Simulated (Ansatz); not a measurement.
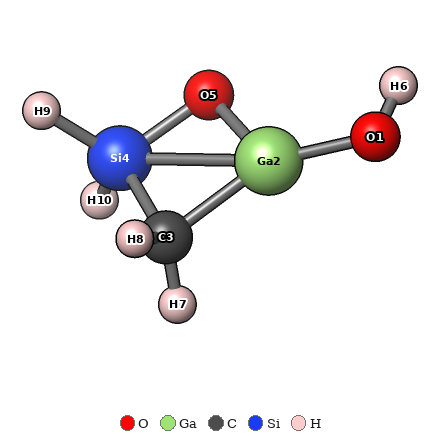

The system is CH5GaO2Si; the picture shows the reference structure. Coordinates scanned: (1) bond length O1–Ga2; (2) dihedral H6–O1–Ga2–Si4. Nothing is relaxed (all other coordinates rigid). The grid has 7 × 8 points. Points are written as (first, second). Energies: kcal/mol, counted from the relaxed molecule at the same level. These are results of RKS PBE0-D4/def2-SVP (Ansatz 0.2.0), not measurements.

Its coordinates:

```json
{"atom": "O", "x (Å)": "-2.7738", "y (Å)": "0.0359", "z (Å)": "-0.9182"}
{"atom": "Ga", "x (Å)": "-1.0977", "y (Å)": "-0.0318", "z (Å)": "-0.3642"}
{"atom": "C", "x (Å)": "0.4725", "y (Å)": "-1.1258", "z (Å)": "0.1260"}
{"atom": "Si", "x (Å)": "1.2710", "y (Å)": "0.5793", "z (Å)": "0.4367"}
{"atom": "O", "x (Å)": "-0.0916", "y (Å)": "1.4687", "z (Å)": "0.0104"}
{"atom": "H", "x (Å)": "-3.0988", "y (Å)": "0.9403", "z (Å)": "-1.0012"}
{"atom": "H", "x (Å)": "0.3196", "y (Å)": "-1.7744", "z (Å)": "1.0020"}
{"atom": "H", "x (Å)": "0.8827", "y (Å)": "-1.7291", "z (Å)": "-0.6982"}
{"atom": "H", "x (Å)": "2.4404", "y (Å)": "0.8500", "z (Å)": "-0.4534"}
{"atom": "H", "x (Å)": "1.6757", "y (Å)": "0.7868", "z (Å)": "1.8602"}
```

Range: bond length O1–Ga2 from 1.519 to 2.473 Å; dihedral H6–O1–Ga2–Si4 from −180 to 135°.

**What will the energy surface look like?**

The lowest grid point is at (1.837 Å, 0°), 1.4 kcal/mol from the relaxed molecule at the same level. The bottom of the well lies between grid points, at about (1.765 Å, 0°), about 1.4 kcal/mol lower on the interpolated surface. There is a further well near (1.837 Å, −180°) (1.2 kcal/mol above the lowest at that grid point). The highest grid point, (2.473 Å, 90°), lies 56.1 kcal/mol above the lowest. On the interpolated surface the easiest way out of the lowest well to the well at about (1.77 Å, −180°) passes a barrier of about 4.1 kcal/mol, counted from the interpolated bottom of the well. Round the minimum the two coordinates are nearly uncoupled.

| dihedral H6–O1–Ga2–Si4 ↓, bond length O1–Ga2 → | 1.519 | 1.678 | 1.837 | 1.996 | 2.155 | 2.314 | 2.473 |
| --- | --- | --- | --- | --- | --- | --- | --- |
| 135 | 34.4 | 6.1 | 3.9 | 13.4 | 27.5 | 42.6 | 57.2 |
| 90 | 36.1 | 7.5 | 5.1 | 14.3 | 28.1 | 43.1 | 57.5 |
| 45 | 33.1 | 5.0 | 3.1 | 12.8 | 26.9 | 42.2 | 56.8 |
| 0 | 30.5 | 2.9 | 1.4 | 11.4 | 25.9 | 41.4 | 56.3 |
| −45 | 33.1 | 5.0 | 3.1 | 12.8 | 26.9 | 42.2 | 56.8 |
| −90 | 36.1 | 7.5 | 5.1 | 14.3 | 28.1 | 43.1 | 57.5 |
| −135 | 34.4 | 6.1 | 3.9 | 13.4 | 27.5 | 42.6 | 57.2 |
| −180 | 32.3 | 4.4 | 2.6 | 12.4 | 26.7 | 42.0 | 56.8 |

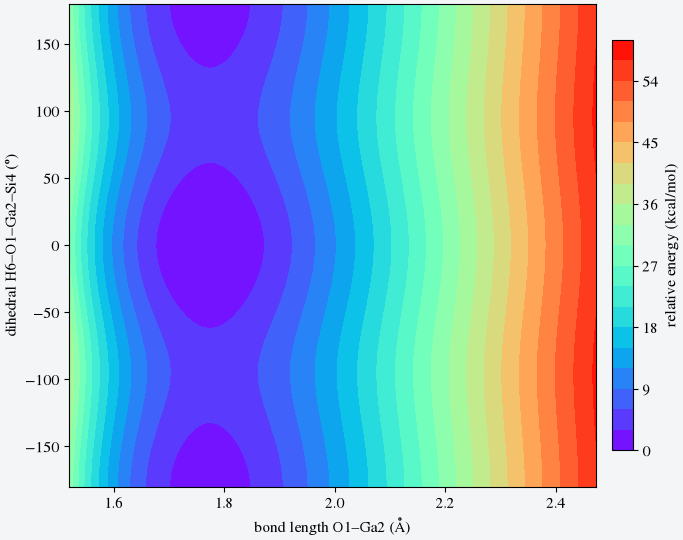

The picture shows filled contours. Between grid points the surface is interpolated.

Each point was launched as `ansatz run input.yaml --threads 1 --pin off --max-ram 2560MiB --backend cpu --events-out ev --progress --plain --runs-dir out`. Time for the 56 points that were run: 7.9 min on 1 thread of Arm Neoverse V2 (shared host).
